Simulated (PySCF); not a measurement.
# C5H9B2OP: excited states, first hyperpolarisability

What do calculations give for the excited states, first hyperpolarisability of C5H9B2OP (`C=COBB(P)C#CC`)?

Programs: PySCF 2.14.0, with routines of our own; each step states its level. All values are computed. Atoms count from 0.

## 1. The starting structure

18 atoms, charge 0, multiplicity 1; geometry from: GFN2-xTB.

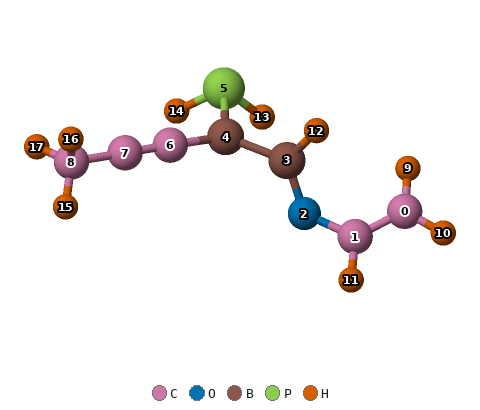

The starting geometry (carbon pink, oxygen blue, boron brown, phosphorus green, hydrogen orange).

## 2. Excited states: TDA wB97X-D/def2-SVP

Job settings and geometry (Å):

```
{"job": {"kind": "states", "xc": "wB97X-D", "basis": "def2-SVP", "tda": true, "soc": true, "nstates": 6, "ntriplets": 6, "nquad": 4}, "charge": 0, "multiplicity": 1}
C      3.949629    -0.303202    -0.894658
C      2.893197     0.462946    -1.102805
O      1.708916     0.363480    -0.448745
B      1.049332    -0.764288    -0.136391
B     -0.322246    -0.727502     0.807254
P     -0.246031    -1.213090     2.649961
C     -1.693519    -0.481753     0.266343
C     -2.803185    -0.259817    -0.165278
C     -4.123275     0.000504    -0.689423
H      3.924138    -1.114082    -0.187511
H      4.868637    -0.135206    -1.423914
H      2.907172     1.296047    -1.797196
H      1.467855    -1.801129    -0.553860
H      0.907396    -0.528563     3.007900
H     -1.106410    -0.248916     3.151382
H     -4.119656     0.926223    -1.265633
H     -4.420338    -0.816334    -1.347758
H     -4.850373     0.086239     0.118675
```

Level: TDA wB97X-D/def2-SVP excited states, vertical, gas phase, spin-orbit mean-field couplings.

Command:

```console
$ OMP_NUM_THREADS=1 python excited_run.py task.json out
```

This one command runs all jobs of the session in turn.

Standard output:

```text
coarse grid: 15896 points
cycle   1  E = -661.5299037605  dE =  1.330e+00  |g| = 5.921e-01  |ddm| = 4.603e+00
cycle   2  E = -661.5394753831  dE = -9.572e-03  |g| = 6.317e-01  |ddm| = 1.179e+00
cycle   3  E = -661.6140156064  dE = -7.454e-02  |g| = 8.169e-02  |ddm| = 5.605e-01
cycle   4  E = -661.6153455457  dE = -1.330e-03  |g| = 4.263e-02  |ddm| = 1.212e-01
cycle   5  E = -661.6158324692  dE = -4.869e-04  |g| = 1.170e-02  |ddm| = 5.288e-02
cycle   6  E = -661.6158683128  dE = -3.584e-05  |g| = 4.076e-03  |ddm| = 1.605e-02
cycle   7  E = -661.6158731680  dE = -4.855e-06  |g| = 1.421e-03  |ddm| = 5.578e-03
final grid: 149944 points
cycle   8  E = -661.7103960508  dE = -1.165e-04  |g| = 4.629e-03  |ddm| = 5.325e-02
cycle   9  E = -661.7103995519  dE = -3.501e-06  |g| = 3.792e-03  |ddm| = 1.047e-02
cycle  10  E = -661.7104029328  dE = -3.381e-06  |g| = 1.084e-03  |ddm| = 3.976e-03
cycle  11  E = -661.7104032943  dE = -3.615e-07  |g| = 5.480e-04  |ddm| = 1.627e-03
cycle  12  E = -661.7104034204  dE = -1.260e-07  |g| = 1.552e-04  |ddm| = 8.733e-04
cycle  13  E = -661.7104034439  dE = -2.352e-08  |g| = 7.374e-05  |ddm| = 3.784e-04
cycle  14  E = -661.7104034533  dE = -9.385e-09  |g| = 2.499e-05  |ddm| = 3.058e-04
cycle  15  E = -661.7104034543  dE = -1.070e-09  |g| = 9.704e-06  |ddm| = 1.070e-04
cycle  16  E = -661.7104034545  dE = -1.251e-10  |g| = 5.858e-06  |ddm| = 3.757e-05
converged SCF energy = -661.7104034545

Singlet excitations
state   eV       nm        f     d(h-e)  d(exc)  Lambda  PR(NTO)  |dmu|/D   mu/D   main configurations
  1   3.6383   340.8   0.01167   0.281   2.881   0.573   1.021    0.861    2.664   H->L 0.86
  2   5.0431   245.8   0.09867   0.703   3.066   0.497   1.661    2.063    2.274   H-2->L 0.40, H-1->L 0.25, H->L+1 0.18
  3   5.3995   229.6   0.06258   0.297   2.870   0.569   1.735    1.074    2.447   H-3->L 0.34, H->L+1 0.27, H-4->L 0.14
  4   5.6219   220.5   0.10815   0.138   2.993   0.547   1.799    0.346    2.130   H-3->L 0.26, H->L+1 0.25, H-4->L 0.10
  5   5.8183   213.1   0.05672   1.701   3.744   0.527   1.223                     H-1->L 0.37, H-4->L 0.19, H-2->L 0.16
  6   6.2089   199.7   0.04155   1.174   3.472   0.582   2.073                     H-1->L+1 0.38, H-4->L 0.25

Triplet excitations (Tamm-Dancoff)
state   eV     d(h-e)  d(exc)  Lambda  PR(NTO)   main configurations
  1   3.1739   0.200   2.878   0.579   1.042   H->L 0.95
  2   3.9827   0.474   2.732   0.530   1.052   H-2->L 0.55, H-1->L 0.23, H-3->L 0.12
  3   4.4948   0.173   2.108   0.655   1.032   H-1->L+2 0.36, H-1->L+1 0.33, H-2->L+2 0.15
  4   4.6246   0.609   2.737   0.618   1.135   H-3->L 0.68, H-1->L 0.11
  5   4.8019   0.801   2.866   0.481   1.211   H->L+1 0.64, H-4->L+1 0.11
  6   5.0751   0.720   2.797   0.591   1.215   H-4->L 0.67, H-3->L 0.08
S1 - T1 = 0.4645 eV

Spin-orbit couplings |<S|Hso|T>| (cm-1)
             T1       T2       T3       T4       T5       T6
S0       11.581    9.149    4.457   11.229   12.685    7.935
S1        3.873    9.000    1.039   20.385    4.519   10.298
S2       16.980    5.858    1.188   10.392    2.071    9.294
S3        5.710   12.609    2.785    4.053    3.750    5.664
S4        8.048    7.755    2.554    9.201    1.843    2.744
S5        6.351    9.836    1.546   12.289    1.857    3.528
S6       15.035    1.850    3.224    4.877    6.396    3.144
T1 sublevels (cm-1): 0.000 0.001 0.026   radiative rates (1/s): 2.32 1.48 15.8
```

Wall time 50 s (1 thread of Arm Neoverse V1, shared host); peak memory 0.82 GiB.

From this job:

```csv
quantity,value
S1 less T1,0.46 eV
```

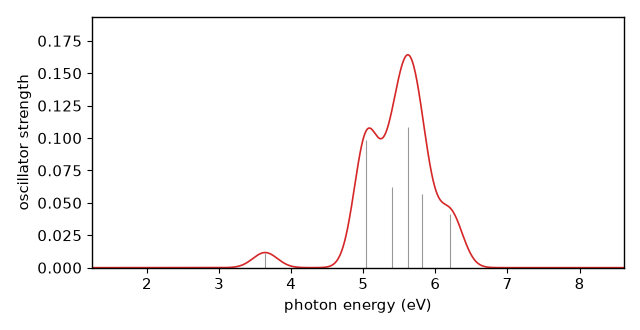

Absorption lines of the singlets. Lines are broadened to a width of 0.40 eV (Gaussian).

Orbitals, density, ELF and potential are computed afterwards from the orbital file.

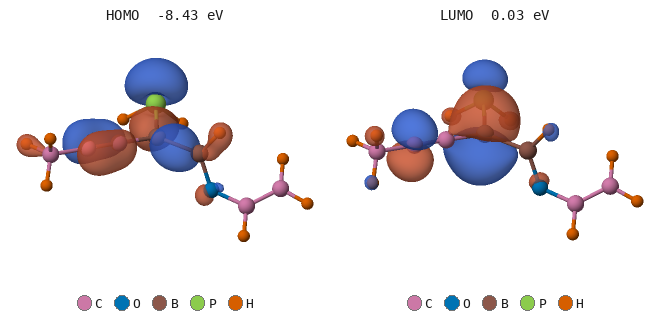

Frontier orbitals at wB97X-D/def2-SVP; each surface holds 70 % of the orbital's density, blue and red mark the sign.

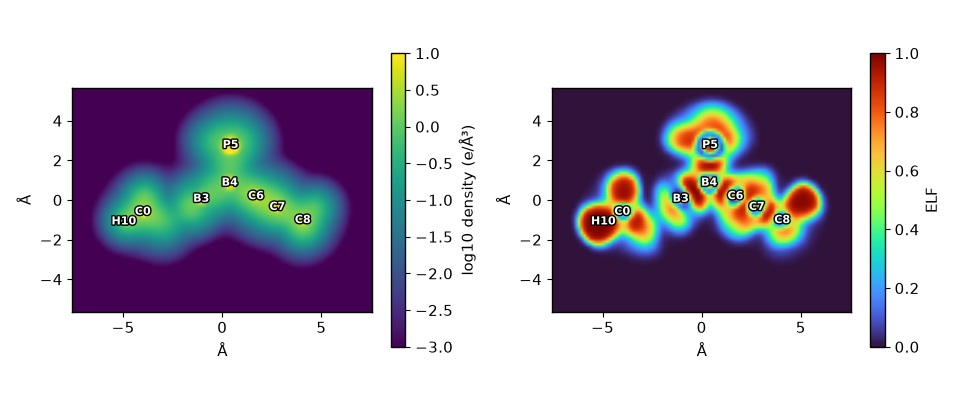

Density (left) and ELF (right) in a plane through or near 8 of the atoms.

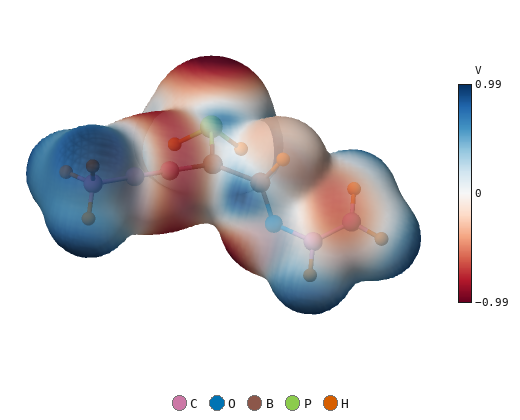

Electrostatic potential on the surface of density 0.002 e/bohr³; red is low, blue high. It runs from -0.98 V near P5 to 0.99 V near B3.

## 3. First hyperpolarisability: quadratic response B3LYP/def2-SVPD

The job, as its differences from that of step 2:

```diff
@@ -1,2 +1,2 @@
-{"job": {"kind": "states", "xc": "wB97X-D", "basis": "def2-SVP", "tda": true, "soc": true, "nstates": 6, "ntriplets": 6, "nquad": 4}, "charge": 0, "multiplicity": 1}
+{"job": {"kind": "beta", "xc": "B3LYP", "basis": "def2-SVPD", "wavelengths": [1907, 1340]}, "charge": 0, "multiplicity": 1}
 C      3.949629    -0.303202    -0.894658
```

Level: quadratic response B3LYP/def2-SVPD first hyperpolarisability, Taylor convention, gas phase.

Standard output:

```text
coarse grid: 15896 points
cycle   1  E = -661.6681681936  dE =  1.026e+00  |g| = 6.607e-01  |ddm| = 1.567e+01
cycle   2  E = -661.5404422527  dE =  1.277e-01  |g| = 1.019e+00  |ddm| = 2.787e+00
cycle   3  E = -661.7603377289  dE = -2.199e-01  |g| = 2.005e-01  |ddm| = 1.915e+00
cycle   4  E = -661.7688460537  dE = -8.508e-03  |g| = 7.772e-02  |ddm| = 4.361e-01
cycle   5  E = -661.7702268982  dE = -1.381e-03  |g| = 3.306e-02  |ddm| = 1.476e-01
cycle   6  E = -661.7704822853  dE = -2.554e-04  |g| = 9.644e-03  |ddm| = 5.920e-02
cycle   7  E = -661.7705043780  dE = -2.209e-05  |g| = 2.874e-03  |ddm| = 2.518e-02
cycle   8  E = -661.7705065077  dE = -2.130e-06  |g| = 6.111e-04  |ddm| = 8.299e-03
final grid: 149944 points
cycle   9  E = -661.8772941661  dE = -4.837e-05  |g| = 5.043e-03  |ddm| = 2.984e-01
cycle  10  E = -661.8772901831  dE =  3.983e-06  |g| = 6.327e-03  |ddm| = 3.024e-02
cycle  11  E = -661.8773001738  dE = -9.991e-06  |g| = 1.923e-03  |ddm| = 1.231e-02
cycle  12  E = -661.8773011627  dE = -9.888e-07  |g| = 2.403e-04  |ddm| = 3.568e-03
cycle  13  E = -661.8773011748  dE = -1.212e-08  |g| = 1.183e-04  |ddm| = 8.347e-04
cycle  14  E = -661.8773011776  dE = -2.796e-09  |g| = 4.067e-05  |ddm| = 2.225e-04
cycle  15  E = -661.8773011779  dE = -3.370e-10  |g| = 1.191e-05  |ddm| = 7.721e-05
converged SCF energy = -661.8773011779

Lowest singlets (eV, f): 3.3877 0.0123  4.4747 0.0301  4.6057 0.0132

First hyperpolarisability (au)
process     nm      |vector|   parallel      HRS      DR
static         -      255.47     127.73     142.01   2.696
shg       1907.0      261.32     127.26     153.21   2.527
eope      1907.0      257.52     127.77          -       -
shg       1340.0      266.02     124.32     167.09    2.35
eope      1340.0      259.53     127.62          -       -
```

Run time: 66 s. Hardware: 1 thread of Arm Neoverse V1, shared host; peak memory 1 GiB.

## 4. Outcome

| quantity | value |
| --- | --- |
| S1 less T1 (step 2, TDA wB97X-D/def2-SVP) | 0.46 eV |
| potential on the surface of density 0.002 e/bohr³, 1st and 99th percentile | -0.98 V and 0.99 V |
| β vector (step 3, quadratic response B3LYP/def2-SVPD) | static 255, SHG 1907.0 nm 261, SHG 1340.0 nm 266 au |

**Reading.** In step 2, the number of triplets below S1 is 1, and the largest singlet-triplet spin-orbit coupling is S1–T4, 20.39 cm⁻¹.
